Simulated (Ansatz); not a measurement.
**AlNi (CsCl type), energy against volume**

AlNi (CsCl type), conventional cell a = 2.893 Å, b = 2.893 Å, c = 2.893 Å, α = 90.00°, β = 90.00°, γ = 90.00°. The calculation uses the primitive cell of 2 atoms, to which meshes and values per cell refer.

The volume is varied about the relaxed value V₀ at fixed cell shape. Symmetry pins the atoms to their sites.

Computed with PBE (plane waves to 420 eV, PAW, scalar-relativistic; Ansatz, a first-principles code). k mesh 17×17×17 (Γ-centred), Fermi-Dirac smearing 0.05 eV. E stands for the smeared free energy. Stress and pressure are positive under compression. AlNi is run without spin polarisation. AlNi was relaxed with its symmetry unable to fall. The zero of ΔE is the relaxed starting cell.

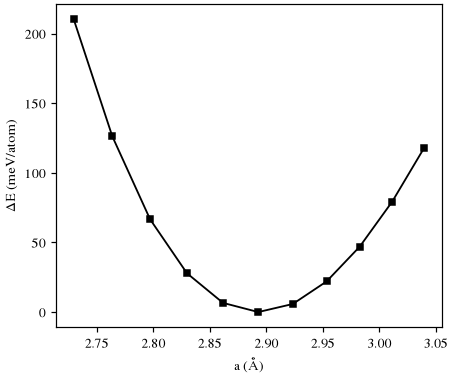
Figure. ΔE (meV/atom) against a (Å); markers are the computed points, lines only join them.

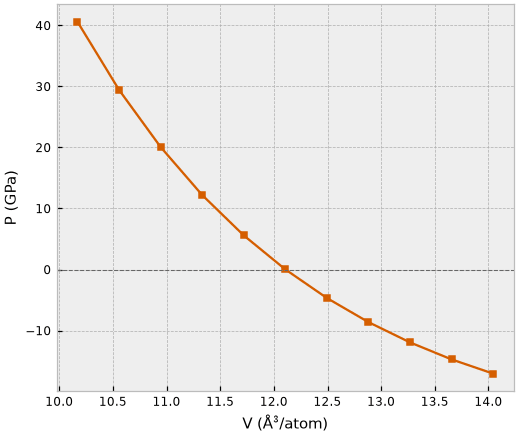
Fig. 1. P (GPa) against V (Å³/atom); computed points joined by lines.

The equilibrium volume of the fit comes out as 12.11 Å³/atom, the pressure for 5 % compression (fit) is 9.1 GPa and the energy cost of the largest expansion comes out as 118 meV/atom. The bulk modulus B₀ (third-order Birch-Murnaghan fit) is 159 GPa. The pressure derivative B₀′ (fit) is 4.4.

P = (3B₀/2)(x⁷ − x⁵)[1 + ¾(B₀′ − 4)(x² − 1)] with x = (1/0.95)^(1/3), B₀ = 159 GPa and B₀′ = 4.35.

(Under strain, the slope of the energy per volume gives the stress and its curvature an elastic modulus.)
